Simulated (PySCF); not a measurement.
Geometry relaxation, with input and output: B2H5 (charge −1) (part 2 of 4)

Continued. System: B2H5, charge −1, SMILES B[BH3-]. Method: MP2/STO-3G, RHF (PySCF 2.14.0). The geometry comes from this level: GFN2-xTB.

Geometry of the input (Å):
```
B  0.2100  -0.8136  0.4743
B  -0.1199  0.6135  -0.3494
H  1.2622  -1.1283  0.9690
H  -0.6063  -1.6782  0.6575
H  -0.5315  0.3716  -1.4951
H  -1.0422  1.2301  0.2075
H  0.8278  1.4050  -0.4638
```

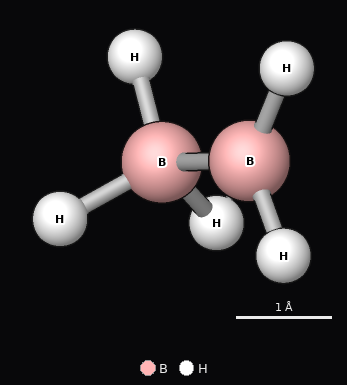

Fig. 1: The starting structure (ball-and-stick view, seen at a tilt).

## Output, continued
```
--------------- RMP2_Scanner gradients ---------------
         x                y                z
0 B    -0.0000037765     0.0002295177    -0.0001201194
1 B    -0.0001959911    -0.0004339150     0.0001921589
2 H     0.0000922387    -0.0000381838    -0.0000209084
3 H    -0.0000762982     0.0000034577     0.0000298203
4 H    -0.0000534667    -0.0001153158    -0.0002299490
5 H    -0.0002272453     0.0000835199     0.0001215600
6 H     0.0004645391     0.0002709194     0.0000274375
----------------------------------------------
cycle 8: E = -51.5617926404  dE = -1.39136e-06  norm(grad) = 0.000883312
Step    7 : Displace = 5.696e-03/9.465e-03 (rms/max) Trust = 5.688e-03 (+) Grad = 3.339e-04/5.385e-04 (rms/max) E (change) = -51.5617926404 (-1.391e-06) Quality = 1.346
Eigenvalues below 1.0000e-05 (-4.6525e-01) - returning guess
Hessian Eigenvalues: 2.30000e-02 2.67462e-02 5.00000e-02 ... 2.53318e-01 2.53557e-01 2.55570e-01

Geometry optimization cycle 9
Cartesian coordinates (Angstrom)
 Atom        New coordinates             dX        dY        dZ
   B   0.207339  -0.792675   0.462956   -0.000012 -0.000418  0.000172
   B  -0.124065   0.636772  -0.365731    0.000226  0.000160 -0.000175
   H   1.239499  -1.106798   0.967289   -0.000443  0.000122  0.000991
   H  -0.598762  -1.652139   0.633923    0.000448 -0.000816 -0.000439
   H  -0.524529   0.357795  -1.452685   -0.000278  0.000844  0.000419
   H  -1.007704   1.190296   0.212406    0.001045  0.000261 -0.000171
   H   0.808232   1.366751  -0.458159   -0.000986 -0.000152 -0.000798
converged SCF energy = -51.4870860975509
E(RMP2_Scanner) = -51.5617938239291  E_corr = -0.074707726378233
E(SCS-RMP2_Scanner) = -51.5728462033246  E_corr = -0.0857601057736974
--------------- RMP2_Scanner gradients ---------------
         x                y                z
0 B     0.0000013588    -0.0000748753     0.0000498974
1 B     0.0000270789     0.0000797025     0.0000238671
2 H     0.0000002403    -0.0000174881    -0.0000687190
3 H    -0.0000050455     0.0000216426     0.0000399713
4 H     0.0000487183     0.0000103175     0.0000173565
5 H     0.0000162527    -0.0000114761    -0.0000674339
6 H    -0.0000886035    -0.0000078231     0.0000050606
----------------------------------------------
cycle 9: E = -51.5617938239  dE = -1.18356e-06  norm(grad) = 0.000196303
Step    8 : Displace = 9.527e-04/1.278e-03 (rms/max) Trust = 8.044e-03 (+) Grad = 7.420e-05/8.999e-05 (rms/max) E (change) = -51.5617938239 (-1.184e-06) Quality = 0.951
Hessian Eigenvalues: 1.82183e-02 2.67232e-02 5.00000e-02 ... 2.53474e-01 2.53723e-01 3.17867e-01

Geometry optimization cycle 10
Cartesian coordinates (Angstrom)
 Atom        New coordinates             dX        dY        dZ
   B   0.207392  -0.792590   0.462839    0.000054  0.000086 -0.000117
   B  -0.124057   0.636710  -0.365904    0.000008 -0.000062 -0.000172
   H   1.239154  -1.106282   0.968304   -0.000345  0.000515  0.001015
   H  -0.598471  -1.652420   0.633048    0.000292 -0.000281 -0.000875
   H  -0.525207   0.357931  -1.452636   -0.000679  0.000136  0.000049
   H  -1.007227   1.190280   0.212926    0.000477 -0.000016  0.000520
   H   0.808426   1.366371  -0.458579    0.000194 -0.000379 -0.000420
converged SCF energy = -51.4870870973075
E(RMP2_Scanner) = -51.5617942321264  E_corr = -0.0747071348189037
E(SCS-RMP2_Scanner) = -51.5728462592921  E_corr = -0.0857591619846134
--------------- RMP2_Scanner gradients ---------------
         x                y                z
0 B     0.0000068843    -0.0000224788     0.0000221939
1 B     0.0000086908     0.0000916724     0.0000247455
2 H     0.0000048430    -0.0000347772    -0.0000616354
3 H    -0.0000004226     0.0000273862     0.0000395441
4 H     0.0000491906    -0.0000050952     0.0000185439
5 H     0.0000141875    -0.0000189887    -0.0000647641
6 H    -0.0000833736    -0.0000377187     0.0000213720
----------------------------------------------
cycle 10: E = -51.5617942321  dE = -4.08197e-07  norm(grad) = 0.000184008
Step    9 : Displace = 7.308e-04/1.186e-03 (rms/max) Trust = 1.138e-02 (+) Grad = 6.955e-05/9.535e-05 (rms/max) E (change) = -51.5617942321 (-4.082e-07) Quality = 1.994
Hessian Eigenvalues: 1.88619e-04 2.66928e-02 4.99998e-02 ... 2.53643e-01 2.78216e-01 7.33596e-01

Geometry optimization cycle 11
Cartesian coordinates (Angstrom)
 Atom        New coordinates             dX        dY        dZ
   B   0.207969  -0.791593   0.460487    0.000577  0.000997 -0.002352
   B  -0.123550   0.635113  -0.369778    0.000508 -0.001597 -0.003874
   H   1.231242  -1.093972   0.990383   -0.007912  0.012310  0.022079
   H  -0.592142  -1.659792   0.614506    0.006328 -0.007373 -0.018543
   H  -0.540028   0.361769  -1.451756   -0.014821  0.003838  0.000880
   H  -0.996234   1.189850   0.224318    0.010993 -0.000430  0.011392
   H   0.812753   1.358626  -0.468160    0.004327 -0.007746 -0.009581
converged SCF energy = -51.4870959475494
E(RMP2_Scanner) = -51.5618038894634  E_corr = -0.0747079419139423
E(SCS-RMP2_Scanner) = -51.5728508196789  E_corr = -0.0857548721294217
--------------- RMP2_Scanner gradients ---------------
         x                y                z
0 B     0.0000067449     0.0007484594    -0.0003923401
1 B    -0.0002520760     0.0002956980     0.0000636747
2 H     0.0001480711    -0.0002433410     0.0000140895
3 H     0.0000160683     0.0000867783     0.0000357549
4 H     0.0000484432    -0.0002896265     0.0000153554
5 H    -0.0000488952    -0.0001534405    -0.0000114526
6 H     0.0000816437    -0.0004445277     0.0002749182
----------------------------------------------
cycle 11: E = -51.5618038895  dE = -9.65734e-06  norm(grad) = 0.00116275
Step   10 : Displace = 1.613e-02/2.640e-02 (rms/max) Trust = 1.609e-02 (+) Grad = 4.395e-04/8.451e-04 (rms/max) E (change) = -51.5618038895 (-9.657e-06) Quality = 1.205
Eigenvalues below 1.0000e-05 (-3.7976e-01) - returning guess
Hessian Eigenvalues: 2.30000e-02 2.67462e-02 5.00000e-02 ... 2.53357e-01 2.53591e-01 2.55890e-01

Geometry optimization cycle 12
Cartesian coordinates (Angstrom)
 Atom        New coordinates             dX        dY        dZ
   B   0.206921  -0.794221   0.461103   -0.001049 -0.002628  0.000616
   B  -0.122539   0.634541  -0.370094    0.001011 -0.000572 -0.000316
   H   1.230571  -1.092051   0.991929   -0.000671  0.001921  0.001545
   H  -0.592228  -1.663517   0.615055   -0.000086 -0.003725  0.000549
   H  -0.540670   0.364410  -1.452159   -0.000642  0.002641 -0.000403
   H  -0.994325   1.190346   0.224495    0.001909  0.000497  0.000178
   H   0.812280   1.360492  -0.470329   -0.000472  0.001866 -0.002169
converged SCF energy = -51.487086876909
E(RMP2_Scanner) = -51.5618080963684  E_corr = -0.0747212194594081
E(SCS-RMP2_Scanner) = -51.5728611860031  E_corr = -0.0857743090941595
--------------- RMP2_Scanner gradients ---------------
         x                y                z
0 B    -0.0001933982    -0.0003964979     0.0001524620
1 B     0.0001527415     0.0002954421     0.0001196139
2 H     0.0001084767     0.0001291312    -0.0002032950
3 H    -0.0000961068    -0.0000540063     0.0000829276
4 H     0.0000861682    -0.0000644741     0.0000269781
5 H     0.0000094093    -0.0000341552    -0.0001402026
6 H    -0.0000672907     0.0001245602    -0.0000384840
----------------------------------------------
cycle 12: E = -51.5618080964  dE = -4.2069e-06  norm(grad) = 0.000697373
Step   11 : Displace = 2.684e-03/3.776e-03 (rms/max) Trust = 2.275e-02 (+) Grad = 2.636e-04/4.668e-04 (rms/max) E (change) = -51.5618080964 (-4.207e-06) Quality = 0.748
Hessian Eigenvalues: 1.87950e-02 2.65702e-02 5.00000e-02 ... 2.53191e-01 2.54980e-01 3.19052e-01

Geometry optimization cycle 13
Cartesian coordinates (Angstrom)
 Atom        New coordinates             dX        dY        dZ
   B   0.208141  -0.793867   0.461042    0.001220  0.000354 -0.000062
   B  -0.122575   0.634195  -0.370739   -0.000036 -0.000346 -0.000645
   H   1.229561  -1.093207   0.995154   -0.001010 -0.001156  0.003225
   H  -0.591228  -1.663047   0.613339    0.001000  0.000471 -0.001715
   H  -0.542326   0.365338  -1.452545   -0.001656  0.000928 -0.000386
   H  -0.993473   1.189974   0.225533    0.000852 -0.000373  0.001038
   H   0.811909   1.360614  -0.471784   -0.000371  0.000122 -0.001455
converged SCF energy = -51.4870862690208
E(RMP2_Scanner) = -51.5618105204989  E_corr = -0.0747242514780575
E(SCS-RMP2_Scanner) = -51.5728637315237  E_corr = -0.085777462502901
--------------- RMP2_Scanner gradients ---------------
         x                y                z
0 B     0.0001121260    -0.0001412423     0.0001516171
1 B    -0.0000772293     0.0000200633     0.0001230002
2 H    -0.0000483260    -0.0001352618    -0.0001367552
3 H     0.0000221863     0.0000348248     0.0000953865
4 H     0.0000670925     0.0000331767    -0.0000633124
5 H    -0.0000366952     0.0000614176    -0.0001496621
6 H    -0.0000391543     0.0001270216    -0.0000202741
----------------------------------------------
cycle 13: E = -51.5618105205  dE = -2.42413e-06  norm(grad) = 0.000427023
Step   12 : Displace = 1.965e-03/3.564e-03 (rms/max) Trust = 2.275e-02 (=) Grad = 1.614e-04/2.356e-04 (rms/max) E (change) = -51.5618105205 (-2.424e-06) Quality = 1.288
Hessian Eigenvalues: 7.81898e-03 2.65342e-02 5.00000e-02 ... 2.53664e-01 2.56058e-01 4.76104e-01

Geometry optimization cycle 14
Cartesian coordinates (Angstrom)
 Atom        New coordinates             dX        dY        dZ
   B   0.208830  -0.793448   0.460133    0.000689  0.000419 -0.000908
   B  -0.122332   0.633080  -0.372202    0.000243 -0.001115 -0.001463
   H   1.227151  -1.090164   1.001687   -0.002410  0.003043  0.006533
   H  -0.589703  -1.663895   0.608608    0.001525 -0.000848 -0.004731
   H  -0.546422   0.367100  -1.453004   -0.004096  0.001761 -0.000459
   H  -0.990263   1.188671   0.229214    0.003210 -0.001302  0.003681
   H   0.812749   1.358656  -0.474437    0.000840 -0.001958 -0.002653
converged SCF energy = -51.4870880239231
E(RMP2_Scanner) = -51.5618159568349  E_corr = -0.0747279329118279
E(SCS-RMP2_Scanner) = -51.5728668954391  E_corr = -0.0857788715160557
--------------- RMP2_Scanner gradients ---------------
         x                y                z
0 B     0.0002311129     0.0002385125    -0.0000184457
1 B    -0.0002249344    -0.0003412379     0.0002012162
2 H    -0.0000521150    -0.0002450219    -0.0000973587
3 H     0.0000340662     0.0001513297     0.0000883330
4 H     0.0000746501     0.0000310062    -0.0001553549
5 H    -0.0001034150     0.0001026857    -0.0000760894
6 H     0.0000406351     0.0000627256     0.0000576994
----------------------------------------------
cycle 14: E = -51.5618159568  dE = -5.43634e-06  norm(grad) = 0.000699196
Step   13 : Displace = 4.556e-03/7.550e-03 (rms/max) Trust = 3.218e-02 (+) Grad = 2.643e-04/4.556e-04 (rms/max) E (change) = -51.5618159568 (-5.436e-06) Quality = 1.830
Hessian Eigenvalues: 5.85153e-04 2.67815e-02 5.00000e-02 ... 2.55242e-01 2.68725e-01 8.04106e-01

Geometry optimization cycle 15
Cartesian coordinates (Angstrom)
 Atom        New coordinates             dX        dY        dZ
   B   0.214056  -0.791897   0.452738    0.005226  0.001551 -0.007396
   B  -0.119222   0.623462  -0.386666    0.003110 -0.009619 -0.014464
   H   1.199755  -1.058661   1.065874   -0.027396  0.031503  0.064187
   H  -0.572057  -1.678203   0.562859    0.017646 -0.014308 -0.045749
   H  -0.587012   0.386349  -1.455263   -0.040590  0.019249 -0.002259
   H  -0.955969   1.177492   0.263520    0.034294 -0.011179  0.034306
   H   0.820459   1.341460  -0.503062    0.007710 -0.017196 -0.028625
converged SCF energy = -51.487067588615
E(RMP2_Scanner) = -51.561866685115  E_corr = -0.0747990965000391
E(SCS-RMP2_Scanner) = -51.5729006379168  E_corr = -0.0858330493018346
--------------- RMP2_Scanner gradients ---------------
         x                y                z
0 B     0.0013724851     0.0023410583    -0.0007071369
1 B    -0.0014155632    -0.0025107446     0.0003416031
2 H    -0.0001519638    -0.0010758187     0.0001448109
3 H     0.0000524166     0.0009289439     0.0000891155
4 H     0.0001116141     0.0002718500    -0.0006717413
5 H    -0.0004615789     0.0003331029     0.0002701558
6 H     0.0004925901    -0.0002883917     0.0005331929
----------------------------------------------
cycle 15: E = -51.5618666851  dE = -5.07283e-05  norm(grad) = 0.00446189
Step   14 : Displace = 4.558e-02/7.604e-02 (rms/max) Trust = 4.551e-02 (+) Grad = 1.686e-03/2.902e-03 (rms/max) E (change) = -51.5618666851 (-5.073e-05) Quality = 1.431
Hessian Eigenvalues: 9.11118e-05 2.69025e-02 5.00000e-02 ... 2.55135e-01 2.68796e-01 1.96857e+00

Geometry optimization cycle 16
Cartesian coordinates (Angstrom)
 Atom        New coordinates             dX        dY        dZ
   B   0.220039  -0.790052   0.442867    0.005983  0.001845 -0.009871
   B  -0.115168   0.610226  -0.406730    0.004054 -0.013236 -0.020064
   H   1.151099  -1.009930   1.152697   -0.048656  0.048731  0.086823
   H  -0.540754  -1.702017   0.499242    0.031304 -0.023814 -0.063617
   H  -0.643203   0.414194  -1.454007   -0.056191  0.027845  0.001256
   H  -0.902940   1.161187   0.310212    0.053029 -0.016305  0.046692
   H   0.830936   1.316394  -0.544282    0.010477 -0.025066 -0.041220
converged SCF energy = -51.4869096398321
E(RMP2_Scanner) = -51.5619089900731  E_corr = -0.0749993502409553
E(SCS-RMP2_Scanner) = -51.5729140531525  E_corr = -0.0860044133203966
--------------- RMP2_Scanner gradients ---------------
         x                y                z
0 B     0.0033731415     0.0045229357    -0.0011298289
1 B    -0.0033964592    -0.0050069462    -0.0001551954
2 H    -0.0003293578    -0.0020496682     0.0006824530
3 H    -0.0000856032     0.0018994913    -0.0000292191
4 H     0.0000368155     0.0009215475    -0.0011443340
5 H    -0.0006896795     0.0005550827     0.0006869908
6 H     0.0010911427    -0.0008424428     0.0010891337
----------------------------------------------
cycle 16: E = -51.5619089901  dE = -4.2305e-05  norm(grad) = 0.00919973
Step   15 : Displace = 6.572e-02/1.098e-01 (rms/max) Trust = 6.435e-02 (+) Grad = 3.477e-03/6.052e-03 (rms/max) E (change) = -51.5619089901 (-4.230e-05) Quality = 0.581
Hessian Eigenvalues: 7.06931e-04 2.68514e-02 5.00000e-02 ... 2.54942e-01 2.69827e-01 1.22704e+00

Geometry optimization cycle 17
Cartesian coordinates (Angstrom)
 Atom        New coordinates             dX        dY        dZ
   B   0.216719  -0.790843   0.440340   -0.003320 -0.000791 -0.002527
   B  -0.113224   0.609550  -0.408516    0.001944 -0.000675 -0.001786
   H   1.141939  -0.996441   1.161839   -0.009159  0.013489  0.009142
   H  -0.535904  -1.710181   0.490528    0.004849 -0.008164 -0.008715
   H  -0.649925   0.415813  -1.451446   -0.006723  0.001619  0.002561
   H  -0.893734   1.159587   0.317538    0.009205 -0.001599  0.007325
   H   0.834139   1.312515  -0.550282    0.003203 -0.003879 -0.006000
converged SCF energy = -51.4869768328009
E(RMP2_Scanner) = -51.5619967840323  E_corr = -0.0750199512313516
E(SCS-RMP2_Scanner) = -51.5729936739148  E_corr = -0.0860168411138308
--------------- RMP2_Scanner gradients ---------------
         x                y                z
0 B     0.0023768215     0.0041315996    -0.0015519237
1 B    -0.0024700949    -0.0042106623     0.0000967884
2 H    -0.0001601413    -0.0014756476     0.0005101476
3 H    -0.0001461540     0.0016156282     0.0000589592
4 H     0.0001027089     0.0004297680    -0.0009343769
5 H    -0.0006648968     0.0003325449     0.0008224486
6 H     0.0009617566    -0.0008232309     0.0009979569
----------------------------------------------
cycle 17: E = -51.561996784  dE = -8.7794e-05  norm(grad) = 0.00767872
Step   16 : Displace = 1.067e-02/1.828e-02 (rms/max) Trust = 6.435e-02 (=) Grad = 2.902e-03/5.013e-03 (rms/max) E (change) = -51.5619967840 (-8.779e-05) Quality = 1.763
Hessian Eigenvalues: 5.29131e-04 2.58142e-02 5.00000e-02 ... 2.55131e-01 3.22929e-01 3.66171e-01
```
